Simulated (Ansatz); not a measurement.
Geometry relaxation, with input and output: CH₈OSn (part 1 of 2)

System: CH₈OSn.
Method: RKS PBE-D4/def2-SVP (Ansatz 0.2.0).

It belongs to a series of runs on one base structure; here: end point B relaxed. Figures and captions count atoms from 1; the log counts them from 0 in places.

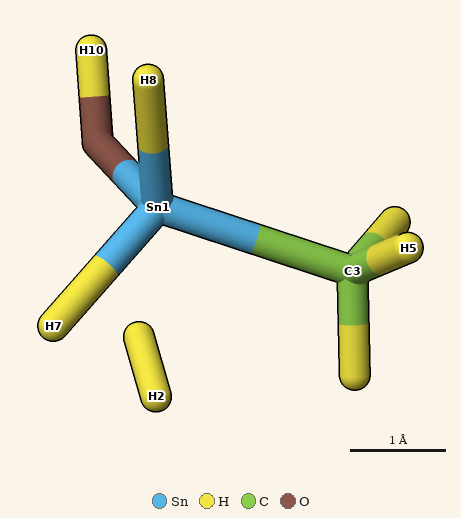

The structure as given in the input (stick view, seen at a tilt; atoms are numbered from 1 in the order of the input). Sticks mark near contacts. Bond lengths as drawn: C–H 1.11 Å, C–Sn 2.17 Å, H–H 0.72 Å, H–O 0.98 Å, H–Sn 1.73 to 1.74 Å and O–Sn 1.99 Å.

## Input file
```yaml
crystal:
  periodic: [false, false, false]
  atoms:
    - { symbol: Sn, position_ang: [-0.464299, 0.146622, -0.693463] }
    - { symbol: H, position_ang: [0.175702, 1.065863, 2.030043] }
    - { symbol: C, position_ang: [1.633257, -0.299297, -0.38129] }
    - { symbol: H, position_ang: [1.70738, -1.221691, 0.226104] }
    - { symbol: H, position_ang: [2.138393, -0.456638, -1.353114] }
    - { symbol: H, position_ang: [2.12191, 0.530177, 0.162945] }
    - { symbol: H, position_ang: [-0.841321, 1.82774, -0.601309] }
    - { symbol: H, position_ang: [-1.035121, -0.535981, -2.1926] }
    - { symbol: O, position_ang: [-1.51282, -0.719398, 0.754182] }
    - { symbol: H, position_ang: [-2.007912, -1.492271, 0.422523] }
    - { symbol: H, position_ang: [-0.294768, 0.525174, 2.117379] }
basis:
  gaussian: { orbitals: def2-SVP }
hamiltonian:
  xc: pbe
  dispersion: d4
relax:
  f_tol: 0.03
  max_steps: 50
output:
  orbitals: {}
```

Hardware: 2 threads of Arm Neoverse V1, 24 GiB of memory available, shared host.

Run as:
```bash
ansatz run input.yaml --threads 2 --pin off --max-ram 3072MiB --backend cpu --events-out ev --progress --plain --runs-dir out
```

## Output
```
The last accepted step is kept in [file] (removed where the run ends without a failure and the disk answers)
Engine: ansatz 0.2.0, aarch64-unknown-linux-gnu
Functional definition: PBE
  parameter kappa = 0.804
  parameter beta = 0.06672455060314922
  exchange = pbe_x(kappa = kappa, mu = beta*pi^2/3)
  correlation = pbe_c(beta = beta)
1056 factors; their error is unknown
mean field evaluation 1: about -9025.3332 eV, gradient 7.6e1 eV
mean field evaluation 2: about -8936.2853 eV, gradient 1.9e2 eV
mean field evaluation 4: about -9037.0096 eV, gradient 2.1e1 eV
mean field evaluation 8: about -9037.9880 eV, gradient 7.1e-2 eV
mean field evaluation 16: about -9037.9658 eV, gradient 1.2e-5 eV
mean field -9037.96576384 eV, -332.1391156680 hartree, gradient 1.2e-5 eV, S^2 0.000000; 0 other end points of the search recorded, 0 dependent functions left out
the calculation of the forces begins
reference -9037.96580505 eV, -332.1391171823 hartree; 22, 22 occupied and 72, 72 virtual orbitals, 1056 factors
relax step   1: F+E_penalty+E_count = -9038.14591733 eV  Δ(F+E_penalty+E_count) = +0.000e0 eV  max|allowed force component| = 1.452e0 eV/Å  Δτ_max = 0.0000 Å  (26 SCF iters, accepted)
these checks for a lower state are left out or cut short: starts, cluster_reference, orbital_swaps, neighbouring_geometries, increment
1056 factors; their error is unknown
mean field -9038.05435481 eV, -332.1423713258 hartree, gradient 1.8e-5 eV, S^2 0.000000; 0 other end points of the search recorded, 0 dependent functions left out
[... from here on the field's lines of each further geometry are left out, up to the last ...]
relax step   2: F+E_penalty+E_count = -9038.23149858 eV  Δ(F+E_penalty+E_count) = -8.558e-2 eV  max|allowed force component| = 1.154e-1 eV/Å  Δτ_max = 0.1949 Å  (26 SCF iters, accepted)
relax step   3: F+E_penalty+E_count = -9038.24394636 eV  Δ(F+E_penalty+E_count) = -1.245e-2 eV  max|allowed force component| = 7.764e-2 eV/Å  Δτ_max = 0.1907 Å  (26 SCF iters, accepted)
relax step   4: F+E_penalty+E_count = -9038.23802369 eV  Δ(F+E_penalty+E_count) = +5.923e-3 eV  max|allowed force component| = 5.452e-1 eV/Å  Δτ_max = 0.1950 Å  (27 SCF iters, rejected (line search))
relax step   5: F+E_penalty+E_count = -9038.24820419 eV  Δ(F+E_penalty+E_count) = -4.258e-3 eV  max|allowed force component| = 2.284e-1 eV/Å  Δτ_max = 0.0975 Å  (28 SCF iters, accepted)
relax step   6: F+E_penalty+E_count = -9038.25185064 eV  Δ(F+E_penalty+E_count) = -3.646e-3 eV  max|allowed force component| = 2.888e-1 eV/Å  Δτ_max = 0.0982 Å  (26 SCF iters, accepted)
relax step   7: F+E_penalty+E_count = -9038.25270807 eV  Δ(F+E_penalty+E_count) = -8.574e-4 eV  max|allowed force component| = 6.658e-1 eV/Å  Δτ_max = 0.1222 Å  (28 SCF iters, accepted)
relax step   8: F+E_penalty+E_count = -9038.27028739 eV  Δ(F+E_penalty+E_count) = -1.758e-2 eV  max|allowed force component| = 4.152e-1 eV/Å  Δτ_max = 0.2000 Å  (32 SCF iters, accepted)
relax step   9: F+E_penalty+E_count = -9038.27489500 eV  Δ(F+E_penalty+E_count) = -4.608e-3 eV  max|allowed force component| = 3.351e-1 eV/Å  Δτ_max = 0.0294 Å  (27 SCF iters, accepted)
relax step  10: F+E_penalty+E_count = -9038.21381271 eV  Δ(F+E_penalty+E_count) = +6.108e-2 eV  max|allowed force component| = 2.361e0 eV/Å  Δτ_max = 0.1956 Å  (33 SCF iters, rejected (line search))
relax step  11: F+E_penalty+E_count = -9038.28729552 eV  Δ(F+E_penalty+E_count) = -1.240e-2 eV  max|allowed force component| = 6.988e-2 eV/Å  Δτ_max = 0.0978 Å  (28 SCF iters, accepted)
relax step  12: F+E_penalty+E_count = -9038.29421580 eV  Δ(F+E_penalty+E_count) = -6.920e-3 eV  max|allowed force component| = 2.082e-1 eV/Å  Δτ_max = 0.1000 Å  (26 SCF iters, accepted)
relax step  13: F+E_penalty+E_count = -9038.29037866 eV  Δ(F+E_penalty+E_count) = +3.837e-3 eV  max|allowed force component| = 9.010e-1 eV/Å  Δτ_max = 0.1462 Å  (28 SCF iters, rejected (line search))
relax step  14: F+E_penalty+E_count = -9038.29773247 eV  Δ(F+E_penalty+E_count) = -3.517e-3 eV  max|allowed force component| = 1.142e-1 eV/Å  Δτ_max = 0.0731 Å  (27 SCF iters, accepted)
relax step  15: F+E_penalty+E_count = -9038.30128076 eV  Δ(F+E_penalty+E_count) = -3.548e-3 eV  max|allowed force component| = 5.784e-2 eV/Å  Δτ_max = 0.0750 Å  (27 SCF iters, accepted)
relax step  16: F+E_penalty+E_count = -9038.30367400 eV  Δ(F+E_penalty+E_count) = -2.393e-3 eV  max|allowed force component| = 2.400e-1 eV/Å  Δτ_max = 0.1116 Å  (27 SCF iters, accepted)
relax step  17: F+E_penalty+E_count = -9038.30462154 eV  Δ(F+E_penalty+E_count) = -9.475e-4 eV  max|allowed force component| = 1.989e-1 eV/Å  Δτ_max = 0.0569 Å  (27 SCF iters, accepted)
relax step  18: F+E_penalty+E_count = -9038.30616549 eV  Δ(F+E_penalty+E_count) = -1.544e-3 eV  max|allowed force component| = 6.995e-2 eV/Å  Δτ_max = 0.0610 Å  (28 SCF iters, accepted)
relax step  19: F+E_penalty+E_count = -9038.30741241 eV  Δ(F+E_penalty+E_count) = -1.247e-3 eV  max|allowed force component| = 9.628e-2 eV/Å  Δτ_max = 0.1111 Å  (26 SCF iters, accepted)
relax step  20: F+E_penalty+E_count = -9038.30827961 eV  Δ(F+E_penalty+E_count) = -8.672e-4 eV  max|allowed force component| = 1.676e-1 eV/Å  Δτ_max = 0.1199 Å  (26 SCF iters, accepted)
relax step  21: F+E_penalty+E_count = -9038.30926469 eV  Δ(F+E_penalty+E_count) = -9.851e-4 eV  max|allowed force component| = 1.152e-1 eV/Å  Δτ_max = 0.0101 Å  (28 SCF iters, accepted)
relax step  22: F+E_penalty+E_count = -9038.31011364 eV  Δ(F+E_penalty+E_count) = -8.490e-4 eV  max|allowed force component| = 7.997e-3 eV/Å  Δτ_max = 0.0250 Å  (27 SCF iters, accepted)
relax step  23: F+E_penalty+E_count = -9038.31069425 eV  Δ(F+E_penalty+E_count) = -5.806e-4 eV  max|allowed force component| = 1.958e-2 eV/Å  Δτ_max = 0.0780 Å  (26 SCF iters, accepted)
relax step  24: F+E_penalty+E_count = -9038.31085698 eV  Δ(F+E_penalty+E_count) = -1.627e-4 eV  max|allowed force component| = 6.211e-2 eV/Å  Δτ_max = 0.1174 Å  (27 SCF iters, accepted)
the calculation of the forces begins
reference -9038.14897736 eV, -332.1458486404 hartree; 22, 22 occupied and 72, 72 virtual orbitals, 1056 factors
relax step  25: F+E_penalty+E_count = -9038.31106159 eV  Δ(F+E_penalty+E_count) = -2.046e-4 eV  max|allowed force component| = 2.768e-2 eV/Å  Δτ_max = 0.0170 Å  (28 SCF iters, accepted)
1056 factors; their error is unknown
mean field evaluation 192: about -9033.8630 eV, gradient 4.1e1 eV
```

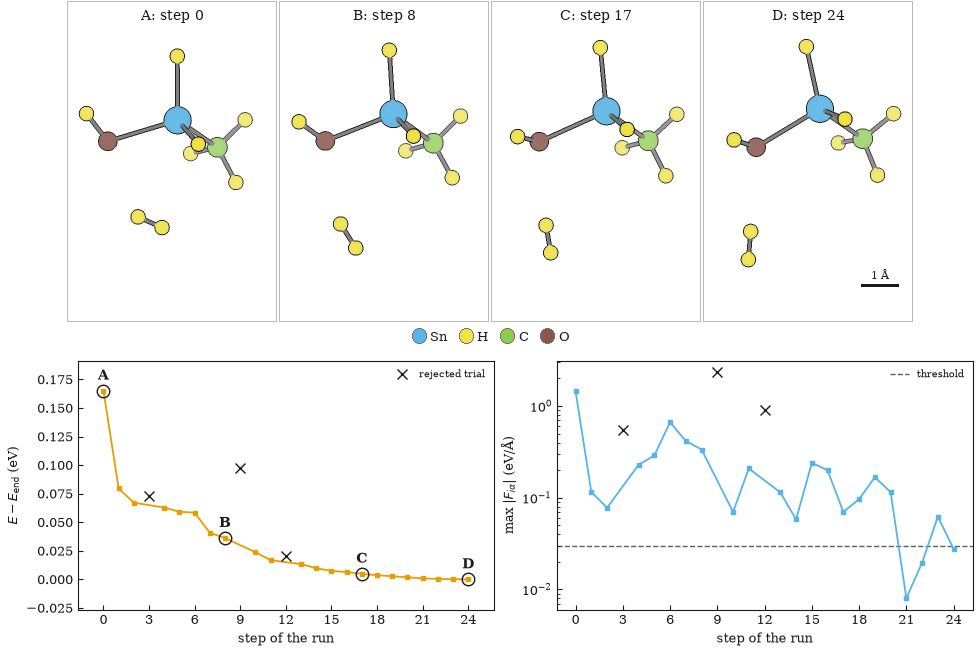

Frames of the relaxation (ball-and-stick view, seen at a tilt) above the curves, on which the letters mark them (the first geometry is step 0 here and step 1 in the log).

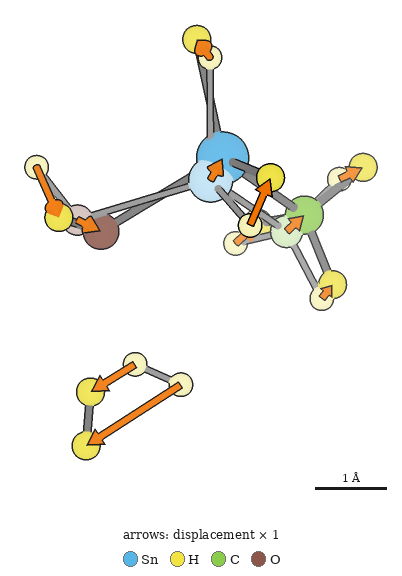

Start (faint) and end (solid) with the displacements as orange arrows, at true length (ball-and-stick view, seen at a tilt). The two geometries are laid on each other by the best rigid fit. The largest move after the best rigid fit is that of H2, 1.61 Å. Largest moves by element: H 1.61 Å, O 0.40 Å, Sn 0.38 Å, C 0.35 Å. Distances before and after: H2–H11 0.722 → 0.774 Å, Sn1–O9 1.986 → 2.028 Å, Sn1–H7 1.725 → 1.739 Å, Sn1–C3 2.167 → 2.154 Å. Among the angles that change: C3–Sn1–O9 108.4° → 101.8°, H7–Sn1–O9 105.7° → 109.2°, C3–Sn1–H8 111.1° → 113.1°. Over 24 geometry steps the energy falls by 0.165 eV. The largest force component goes from 1.5 to 0.028 eV/Å. The line search rejected the trial steps at points 3, 9, 12 (counted from 0) and went back. (Atoms are counted from 1 in the order of the input.)

```
mean field -9038.14893266 eV, -332.1458469980 hartree, gradient 1.4e-5 eV, S^2 0.000000; 1 other end points of the search recorded, 0 dependent functions left out
the calculation of the forces begins
reference -9038.14897736 eV, -332.1458486404 hartree; 22, 22 occupied and 72, 72 virtual orbitals, 1056 factors
Total energy: -9038.31110629 eV, -332.1518067687 hartree
Atom 0 at    -0.355838    -0.009716    -1.026624 Å, force    -0.027676     0.002259    -0.019547 eV/Å
Atom 1 at    -0.478774     0.755988     3.440773 Å, force    -0.004463    -0.009769    -0.017596 eV/Å
Atom 2 at     1.754666    -0.297855    -0.708777 Å, force     0.024382    -0.010022    -0.001241 eV/Å
Atom 3 at     1.895336    -1.250219    -0.161828 Å, force    -0.002522     0.020314    -0.008769 eV/Å
Atom 4 at     2.290643    -0.345306    -1.676553 Å, force    -0.013143     0.004415     0.020290 eV/Å
Atom 5 at     2.157065     0.535593    -0.102214 Å, force    -0.005882    -0.014490    -0.008227 eV/Å
Atom 6 at    -0.809089     1.640760    -1.335260 Å, force     0.008525    -0.009119     0.012783 eV/Å
Atom 7 at    -1.010007    -1.050063    -2.257836 Å, force     0.010515     0.000385     0.016200 eV/Å
Atom 8 at    -1.125444    -0.589342     0.758299 Å, force    -0.021181     0.009615    -0.010166 eV/Å
Atom 9 at    -2.086209    -0.417282     0.793965 Å, force     0.027298    -0.002692    -0.000471 eV/Å
Atom 10 at    -0.611948     0.397741     2.767456 Å, force     0.004147     0.009104     0.016744 eV/Å
Dipole moment:     0.019749     0.090258    -0.362089 e Å
```

## Trajectory as extended XYZ (Å, eV, eV/Å), 20 of the 25 frames kept, from step=1 to step=25
```
11
Properties=species:S:1:pos:R:3:forces:R:3 step=1 energy=-9038.14592
Sn   -0.4643    0.1466   -0.6935    0.3905   0.2558  -0.6961
H     0.1757    1.0659    2.0300    1.2629   1.4524  -0.0982
C     1.6333   -0.2993   -0.3813   -0.0120  -0.0008   0.0000
H     1.7074   -1.2217    0.2261   -0.0108  -0.0018  -0.0034
H     2.1384   -0.4566   -1.3531    0.0040   0.0037  -0.0064
H     2.1219    0.5302    0.1629    0.0109   0.0060  -0.0045
H    -0.8413    1.8277   -0.6013    0.0044   0.0517  -0.0144
H    -1.0351   -0.5360   -2.1926    0.0036   0.0032   0.0102
O    -1.5128   -0.7194    0.7542   -0.4678  -0.4554   0.5350
H    -2.0079   -1.4923    0.4225    0.0258   0.0529   0.0076
H    -0.2948    0.5252    2.1174   -1.2114  -1.3677   0.2701
11
Properties=species:S:1:pos:R:3:forces:R:3 step=2 energy=-9038.23150
Sn   -0.4668    0.1304   -0.7457    0.0462   0.0419  -0.0645
H     0.2268    1.1366    2.2043   -0.0705  -0.0731   0.0513
C     1.6295   -0.3012   -0.4012   -0.0146  -0.0285   0.0001
H     1.6960   -1.2217    0.2102   -0.0050  -0.0009  -0.0122
H     2.1480   -0.4603   -1.3657    0.0076  -0.0039  -0.0083
H     2.1119    0.5296    0.1474   -0.0278   0.0107  -0.0109
H    -0.8328    1.8203   -0.6423   -0.0128  -0.0403  -0.0148
H    -1.0403   -0.5530   -2.2372    0.0022  -0.0085  -0.0317
O    -1.5254   -0.7563    0.7326   -0.0041   0.0096   0.1154
H    -2.0337   -1.5171    0.3964    0.0157   0.0129  -0.0510
H    -0.2929    0.5630    2.1924    0.0632   0.0801   0.0265
11
Properties=species:S:1:pos:R:3:forces:R:3 step=4 energy=-9038.23802 accepted=F
Sn   -0.4549    0.1097   -0.8195   -0.0075   0.0218   0.0084
H     0.1666    1.1822    2.5825   -0.4807  -0.5452  -0.2481
C     1.6373   -0.3145   -0.4666    0.0055  -0.0353  -0.0015
H     1.6879   -1.2252    0.1608    0.0245   0.0022  -0.0100
H     2.1575   -0.4950   -1.4267    0.0098  -0.0022   0.0075
H     2.1231    0.5228    0.0696   -0.0388  -0.0022  -0.0115
H    -0.8294    1.7963   -0.7448   -0.0160   0.0089  -0.0139
H    -1.0409   -0.6026   -2.2958    0.0060  -0.0073   0.0208
O    -1.4759   -0.7389    0.7143    0.0435   0.0378  -0.0190
H    -2.0156   -1.4815    0.3848   -0.0010   0.0081   0.0098
H    -0.3354    0.6171    2.3328    0.4546   0.5132   0.2574
11
Properties=species:S:1:pos:R:3:forces:R:3 step=5 energy=-9038.24820
Sn   -0.4481    0.1106   -0.8032    0.0062  -0.0127  -0.0057
H     0.1572    1.1535    2.4797   -0.0378  -0.0481   0.0162
C     1.6482   -0.3090   -0.4621   -0.0136   0.0045   0.0027
H     1.7136   -1.2099    0.1774    0.0018  -0.0046  -0.0097
H     2.1626   -0.4961   -1.4238    0.0022  -0.0062   0.0002
H     2.1305    0.5402    0.0577   -0.0154   0.0022  -0.0015
H    -0.8317    1.7957   -0.7266   -0.0029   0.0146  -0.0222
H    -1.0364   -0.6068   -2.2763    0.0036   0.0027   0.0141
O    -1.4548   -0.7542    0.7287   -0.1658  -0.2199  -0.0838
H    -2.0725   -1.4367    0.3874    0.1930   0.2284   0.0962
H    -0.3482    0.5830    2.3524    0.0286   0.0391  -0.0066
11
Properties=species:S:1:pos:R:3:forces:R:3 step=6 energy=-9038.25185
Sn   -0.4427    0.1080   -0.8194    0.0395  -0.0154   0.0036
H     0.1275    1.1381    2.5720   -0.1469  -0.1650  -0.0454
C     1.6524   -0.3088   -0.4784   -0.0052   0.0197  -0.0091
H     1.7172   -1.2111    0.1590   -0.0062  -0.0026  -0.0057
H     2.1694   -0.4933   -1.4392    0.0032  -0.0004   0.0016
H     2.1309    0.5407    0.0442   -0.0048  -0.0014  -0.0012
H    -0.8272    1.7964   -0.7776   -0.0100  -0.0034  -0.0035
H    -1.0419   -0.6302   -2.2764   -0.0068  -0.0073   0.0077
O    -1.4057   -0.7613    0.7394   -0.2708  -0.2670  -0.1566
H    -2.0867   -1.3874    0.4030    0.2720   0.2888   0.1550
H    -0.3730    0.5792    2.3647    0.1359   0.1539   0.0535
11
Properties=species:S:1:pos:R:3:forces:R:3 step=7 energy=-9038.25271
Sn   -0.4230    0.0927   -0.8384   -0.0459  -0.0184   0.0259
H     0.0856    1.1152    2.6469   -0.1351  -0.1526  -0.0501
C     1.6743   -0.3032   -0.5004   -0.0084   0.0089  -0.0100
H     1.7419   -1.2120    0.1273    0.0033  -0.0039  -0.0056
H     2.1961   -0.4735   -1.4613   -0.0007   0.0004   0.0064
H     2.1440    0.5444    0.0334   -0.0133  -0.0018  -0.0060
H    -0.8355    1.7757   -0.8100    0.0146   0.0137  -0.0304
H    -1.0573   -0.6798   -2.2631    0.0333   0.0120  -0.0051
O    -1.3558   -0.7718    0.7422   -0.6396  -0.4733  -0.2733
H    -2.1467   -1.2827    0.4222    0.6658   0.4695   0.2947
H    -0.4032    0.5655    2.3925    0.1260   0.1455   0.0534
```
